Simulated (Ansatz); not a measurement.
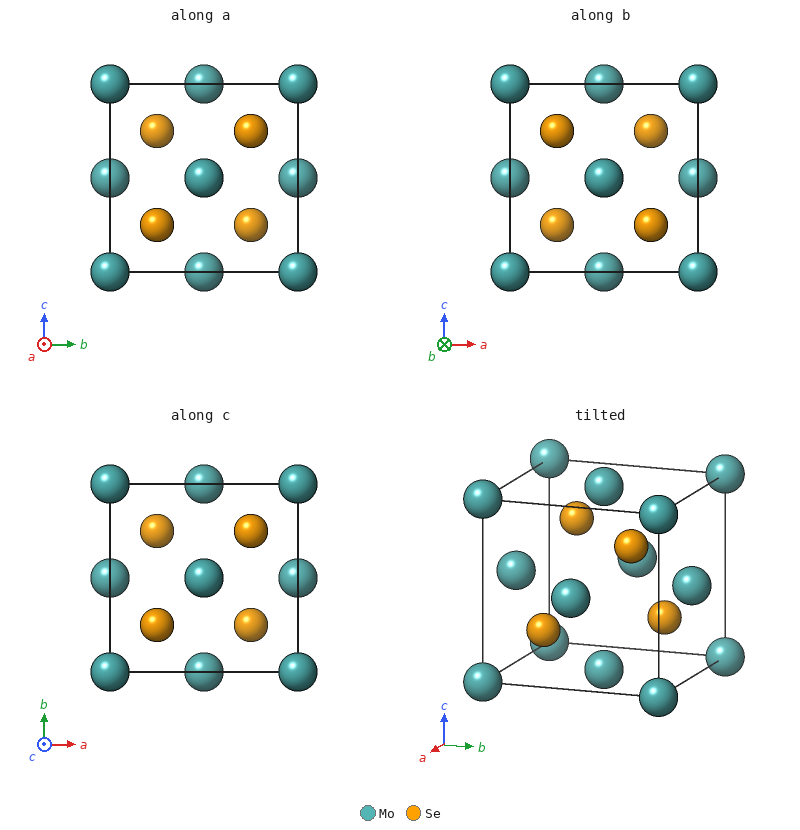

View along the a axis, along the b axis, along the c axis and slightly off an axis, drawn as a spheres-only model. The edges of the conventional unit cell are marked.

Lattice parameters: a = 6.6012 Å, b = 6.6012 Å, c = 6.6012 Å, α = 90.000°, β = 90.000°, γ = 90.000°.

### Transcribe the picture into a CIF with its space group and independent sites.

```cif
data_structure
_symmetry_space_group_name_H-M 'F -4 3 m'
_symmetry_Int_Tables_number 216
_cell_length_a 6.6012
_cell_length_b 6.6012
_cell_length_c 6.6012
_cell_angle_alpha 90.000
_cell_angle_beta 90.000
_cell_angle_gamma 90.000
_cell_volume 287.66
loop_
_atom_site_label
_atom_site_type_symbol
_atom_site_symmetry_multiplicity
_atom_site_Wyckoff_symbol
_atom_site_fract_x
_atom_site_fract_y
_atom_site_fract_z
_atom_site_occupancy
Mo1 Mo 4 a 0.0000 0.0000 0.0000 1
Se1 Se 4 d 0.2500 0.2500 0.7500 1
```

The structure comes from a structure type filled with these elements by a generator (whether the compound takes this form wasn't checked). Earlier steps of the study may have refined or changed the cell and positions. It was run through Ansatz as a DFT input.

At this level of theory the cell isn't at rest (stretched, at -5 GPa), so its distances can differ from those at equilibrium, the more so the softer the solid.
